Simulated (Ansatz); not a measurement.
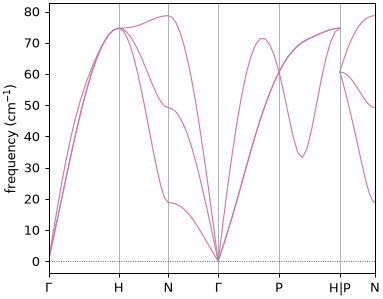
Phonon dispersion of K (bcc (W type), Im-3m), the program Ansatz at the r²SCAN level (PAW); imaginary frequencies are drawn negative

Problem. Is this phase dynamically stable?

Solution. Yes, on this path no branch is imaginary.

Problem. How high does the spectrum reach?

Solution. About 79 cm⁻¹ (2.4 THz).

The cell was relaxed with r²SCAN under the symmetry of its start. As this level gives no gap, phonon frequencies hold no LO–TO term and depend on the k-mesh and smearing (Fermi–Dirac, 0.1 eV here).

Potentials: the later of the program's two PAW sets.
